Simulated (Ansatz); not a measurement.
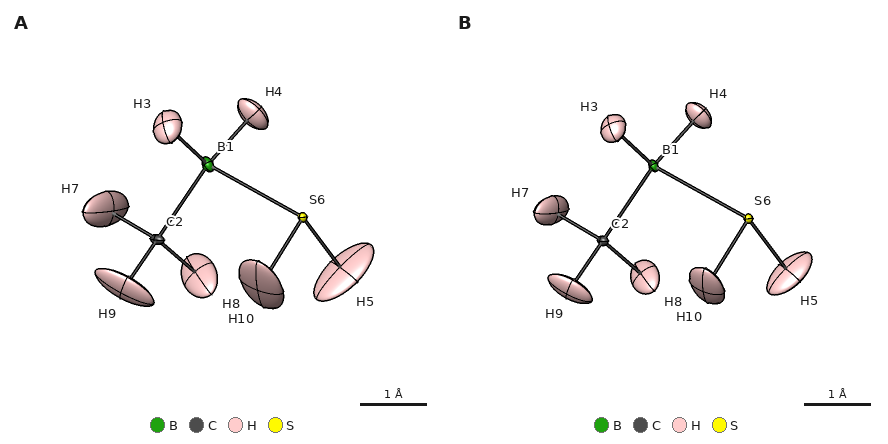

Displacement ellipsoids at the 50 % level, from the internal vibrations of the free molecule (harmonic, no overall translation or rotation; no half-axis is drawn under 0.075 Å). Vibrations computed with RKS PBE0-D4/def2-TZVP (Ansatz 0.2.0). One panel is for 298 K, the other for 600 K.

**Which panel is for 600 K?**

A.

**How much does the mean-square displacement of H5 grow, and why?**

U_eq goes from 0.0411 to 0.0704 Å², a factor of 1.7. Modes below kT (417 cm⁻¹ at 600 K) grow about in proportion to T, and the lowest lies at 202 cm⁻¹; the mean-square amplitude of a mode is its zero-point value times coth(ħω/2kT), which comes close to 1 only above about 3kT.
